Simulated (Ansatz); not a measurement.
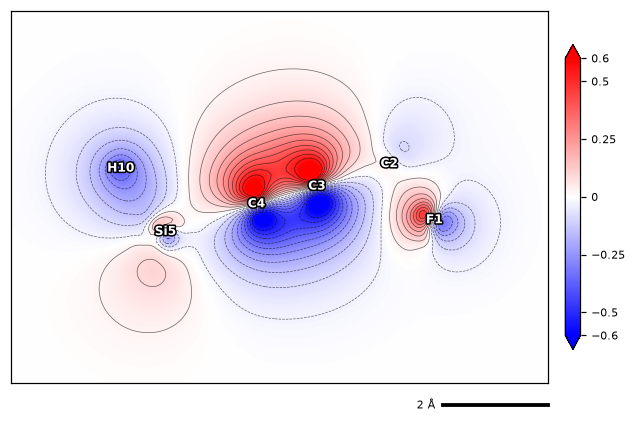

C₃H₅FSi (SMILES FCC#C[SiH3]). The HOMO−1 on the plane of atoms C4, Si5 and H10 (values in Å⁻³ᐟ²; the overall sign is arbitrary).

Geometry: PBE0-D4/def2-TZVP.

Method: RKS PBE0-D4/def2-TZVPP (Ansatz 0.2.0).

```csv
atom,x (Å),y (Å),z (Å)
F,-2.3550,-0.5254,-1.7938
C,-1.0740,-0.0350,-1.9423
C,-0.3649,-0.0138,-0.6770
C,0.2420,0.0116,0.3672
Si,1.1462,0.0440,1.9485
H,-1.1428,0.9768,-2.3546
H,-0.5472,-0.6713,-2.6607
H,0.4621,0.9606,2.8927
H,1.1888,-1.3230,2.5222
H,2.5279,0.5242,1.7006
```

> What is the character of this orbital?

Its weight (Hirshfeld) is mainly on C3 (about 40 %), C4 (about 35 %), Si5 (about 10 %) and H10 (about 5 %); π-bonding across C3–C4. Its energy is −8.43 eV.
